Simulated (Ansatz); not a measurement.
**CH2S (SMILES C=S): density, localisation and related maps**

```xyz
4

C    -0.0822   -0.0484   -0.0453
S     1.3228    0.4393    0.5427
H    -0.9617   -0.1803    0.5857
H    -0.2234   -0.2708   -1.1034
```

Geometry: PBE0-D4/def2-TZVP.

Computed with RKS PBE0-D4/def2-TZVPP in Ansatz.

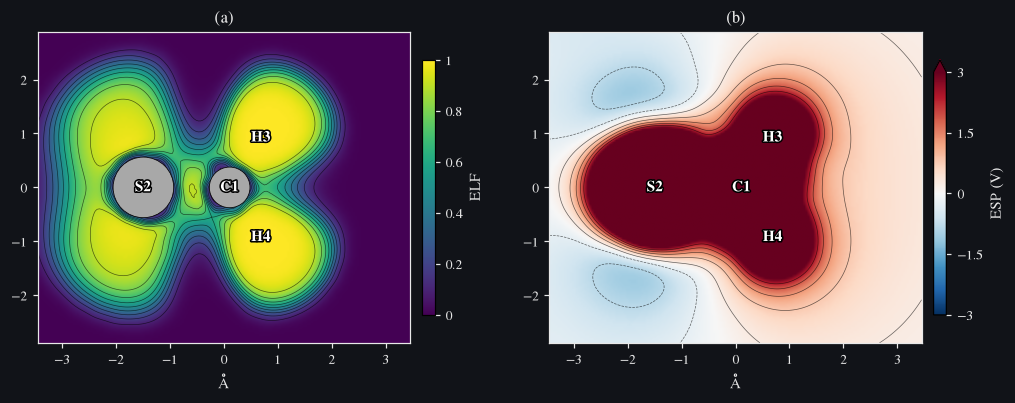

Figure 1. (a) ELF; (b) molecular electrostatic potential on the molecular plane. Grey discs cover the atomic cores in the ELF map.

**What does the map show?**

The plane passes through C, S and H nuclei. C–S (1.60 Å): the ELF peaks at about 0.90 between the atoms: a covalent bond. C–H (1.09 Å): the ELF climbs to about 1 towards the hydrogen, as it does in any bond to H: an ordinary covalent bond to hydrogen. The ELF also peaks beside S2, away from the bonds: lone-pair regions. Outside the dense part of the molecule the potential is most negative (−1.1 V) near S2.

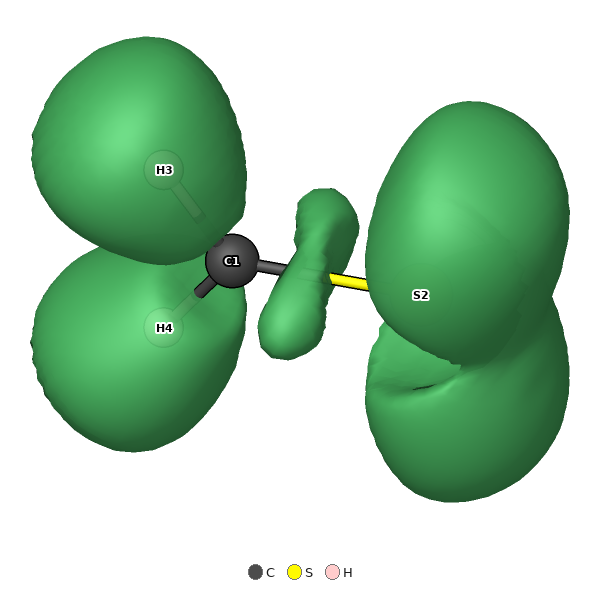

Figure 2. Isosurface of the ELF at 0.8 (green), seen at an oblique angle. Only the valence region is drawn (cores and ρ < 0.01 e/Å³ removed).

**What do the ELF domains correspond to?**

At this value the surface marks out one region between bonded C–S atoms (shared pairs), two regions around hydrogen nuclei and one ring or bowl of non-bonding electrons around S.

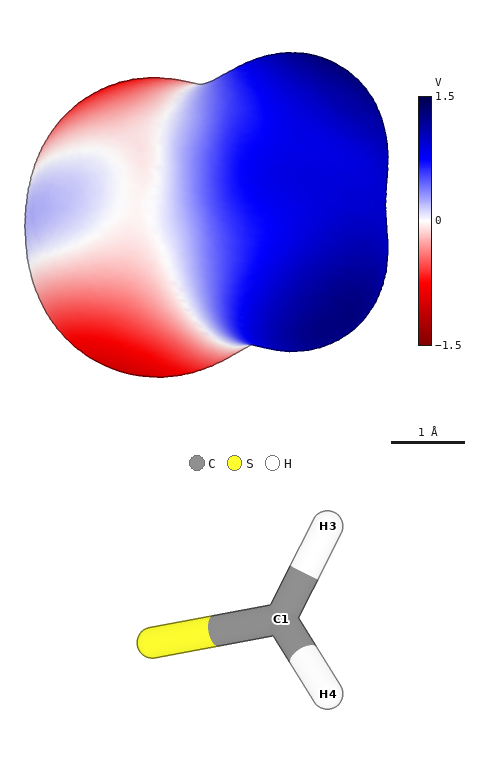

Figure 3. The electrostatic potential painted on the density surface at 0.002 e/bohr³, seen at a tilt; the colour scale runs from red (negative) to blue (positive). The bare structure is drawn below in the same view.

**Which sites attract a positive test charge, and which a negative one?**

A positive charge is drawn to the negative regions and a negative charge to the positive ones. The most negative region (about −1.0 V) lies over S2, the most positive (about +1.3 V) over H3 and H4.
